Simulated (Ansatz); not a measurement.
# Run report: C₂H₁₀Si₂, frequency calculation

The run: frequency calculation of C₂H₁₀Si₂, SMILES C[SiH](C)[SiH3]. Method and program: RKS PBE0-D4/def2-TZVP (Ansatz 0.2.0).

The geometry comes from this level: PBE0-D4/def2-TZVP. Figures and captions count atoms from 1; the log counts them from 0 in places.

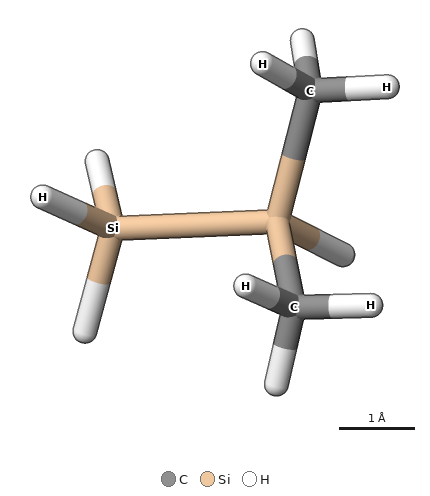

Fig. 1: The input geometry (stick view, seen at a tilt). Bond lengths as drawn: C–H 1.09 Å, C–Si 1.88 Å, H–Si 1.49 Å and Si–Si 2.34 Å.

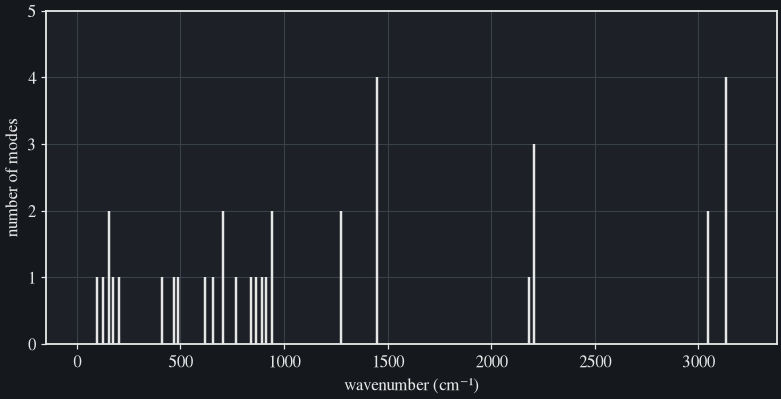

Fig. 2: Harmonic vibrational wavenumbers from the force constants; neighbouring modes closer than 14 cm⁻¹ are counted in one stick. 36 modes from 95 to 3138 cm⁻¹, none imaginary.

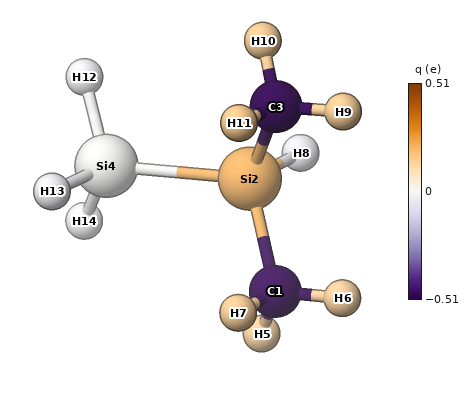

Fig. 3: Mulliken charges, as the colour of each atom (ball-and-stick view, seen at a tilt; atoms are numbered from 1 in the order of the input). By element: C −0.49, Si 0.00 to +0.21 and H −0.03 to +0.14 e.

These pictures come from the run below.

### The input
```yaml
crystal:
  periodic: [false, false, false]
  atoms:
    - {symbol: C, position_ang: [-0.723809, 1.147271, -1.276891]}
    - {symbol: Si, position_ang: [-0.396293, 0.230354, 0.327933]}
    - {symbol: C, position_ang: [1.143608, 0.892479, 1.172775]}
    - {symbol: Si, position_ang: [-0.166079, -2.064795, -0.087114]}
    - {symbol: H, position_ang: [-1.632128, 0.783076, -1.761936]}
    - {symbol: H, position_ang: [-0.845546, 2.217579, -1.090609]}
    - {symbol: H, position_ang: [0.106865, 1.018131, -1.975211]}
    - {symbol: H, position_ang: [-1.566097, 0.412761, 1.238859]}
    - {symbol: H, position_ang: [1.038825, 1.960453, 1.381456]}
    - {symbol: H, position_ang: [1.326498, 0.379410, 2.119484]}
    - {symbol: H, position_ang: [2.023906, 0.756687, 0.539554]}
    - {symbol: H, position_ang: [0.084116, -2.820758, 1.172210]}
    - {symbol: H, position_ang: [0.982723, -2.316900, -1.004222]}
    - {symbol: H, position_ang: [-1.389290, -2.624948, -0.727386]}
basis:
  gaussian: {orbitals: def2-TZVP}
hamiltonian: {xc: pbe0, dispersion: d4}
phonons: {temperatures: {t_min: 298.15, t_max: 900, t_step: 200}}
```

Launch command:
```bash
ansatz run in.yaml --threads 4 --pin off --events-out ev --progress --plain --max-ram 10444MiB
```

### Output
```
Functional definition: PBE0
  name "PBE0"
  cite "Adamo & Barone, J. Chem. Phys. 110, 6158 (1999) doi:10.1063/1.478522"
  cite "Perdew, Burke & Ernzerhof, Phys. Rev. Lett. 77, 3865 (1996) doi:10.1103/PhysRevLett.77.3865"
  parent pbe
  parameter a = 0.25
  parameter kappa = 0.804
  parameter beta = 0.06672455060314922
  exchange = (1 - a)*pbe_x(kappa = kappa, mu = beta*pi^2/3) + a*exact_x
  correlation = pbe_c(beta = beta)
1336 factors; their error is unknown
mean field evaluation 1: about -17975.3342 eV, gradient 6.4e1 eV
mean field evaluation 2: about -17971.9182 eV, gradient 6.9e1 eV
mean field evaluation 4: about -17984.6070 eV, gradient 2.0e0 eV
mean field evaluation 8: about -17984.6144 eV, gradient 6.2e-2 eV
mean field evaluation 16: about -17984.6723 eV, gradient 3.0e-5 eV
mean field -17984.67230037 eV, -660.9245165898 hartree, gradient 3.0e-5 eV, S^2 0.000000; 0 other end points of the search recorded, 0 dependent functions left out
the calculation of the forces begins
reference -17984.67233808 eV, -660.9245179755 hartree; 25, 25 occupied and 171, 171 virtual orbitals, 1336 factors
these checks for a lower state are left out or cut short: stability, starts, cluster_reference, orbital_swaps, neighbouring_geometries, increment
1336 factors; their error is unknown
mean field -17984.67213239 eV, -660.9245104166 hartree, gradient 2.2e-6 eV, S^2 0.000000; 0 other end points of the search recorded, 0 dependent functions left out
[... from here on the field's lines of each further geometry are left out, up to the last ...]
the calculation of the forces begins
reference -17984.67232283 eV, -660.9245174153 hartree; 25, 25 occupied and 171, 171 virtual orbitals, 1336 factors
these checks for a lower state are left out or cut short: stability, starts, cluster_reference, orbital_swaps, neighbouring_geometries, increment
1336 factors; their error is unknown
mean field -17984.67228604 eV, -660.9245160632 hartree, gradient 1.4e-6 eV, S^2 0.000000; 0 other end points of the search recorded, 0 dependent functions left out
the calculation of the forces begins
reference -17984.67232375 eV, -660.9245174489 hartree; 25, 25 occupied and 171, 171 virtual orbitals, 1336 factors
Total energy: -17984.92240250 eV, -660.9337076735 hartree
Atom 0 at    -0.723809     1.147271    -1.276891 Å, force     0.001622     0.000650    -0.001022 eV/Å
Atom 1 at    -0.396293     0.230354     0.327933 Å, force    -0.002210     0.002107     0.001840 eV/Å
Atom 2 at     1.143608     0.892479     1.172775 Å, force     0.001453     0.000603    -0.001289 eV/Å
Atom 3 at    -0.166079    -2.064795    -0.087114 Å, force     0.001077     0.001210    -0.000691 eV/Å
Atom 4 at    -1.632128     0.783076    -1.761936 Å, force     0.000092     0.000246     0.000704 eV/Å
Atom 5 at    -0.845546     2.217579    -1.090609 Å, force    -0.001387     0.000050    -0.000054 eV/Å
Atom 6 at     0.106865     1.018131    -1.975211 Å, force    -0.000337    -0.000077    -0.000637 eV/Å
Atom 7 at    -1.566097     0.412761     1.238859 Å, force     0.001082    -0.001885    -0.000848 eV/Å
Atom 8 at     1.038825     1.960453     1.381456 Å, force    -0.000211    -0.000167     0.001048 eV/Å
Atom 9 at     1.326498     0.379410     2.119484 Å, force    -0.000548     0.000159    -0.000436 eV/Å
Atom 10 at     2.023906     0.756687     0.539554 Å, force     0.000665    -0.000215     0.000330 eV/Å
Atom 11 at     0.084116    -2.820758     1.172210 Å, force    -0.000784    -0.000779     0.000005 eV/Å
Atom 12 at     0.982723    -2.316900    -1.004222 Å, force    -0.000591    -0.001298     0.000913 eV/Å
Atom 13 at    -1.389290    -2.624948    -0.727386 Å, force     0.000078    -0.000605     0.000137 eV/Å
Dipole moment:     0.081635     0.225977    -0.038603 e Å
Vibrations: 95.32 127.76 151.34 158.40 176.77 204.54 410.10 471.17 488.99 617.35 657.23 701.63 711.50 767.24 842.42 864.25 895.35 910.92 938.75 941.08 1270.94 1277.88 1445.14 1447.26 1454.10 1458.32 2181.21 2199.92 2209.75 2212.85 3047.93 3048.37 3130.06 3130.70 3137.28 3137.57 cm⁻¹, zero-point energy 2.908755 eV
```

### Key numbers

| quantity | value |
| --- | --- |
| outcome | converged |
| total energy | −17984.9224 eV |
| mean-field energy | −17984.6723 eV |
| dispersion energy | −0.2501 eV |
| largest force (length of the vector) | 0.004 eV/Å |
| dipole moment | 1.17 D |
| hardware | 4 threads of INTEL XEON PLATINUM @ 2.30GHz, 23 GiB of memory available, shared host |
| wall time | 1.7 min (CPU time 6.1 min) |
| peak memory | 0.6 GiB |
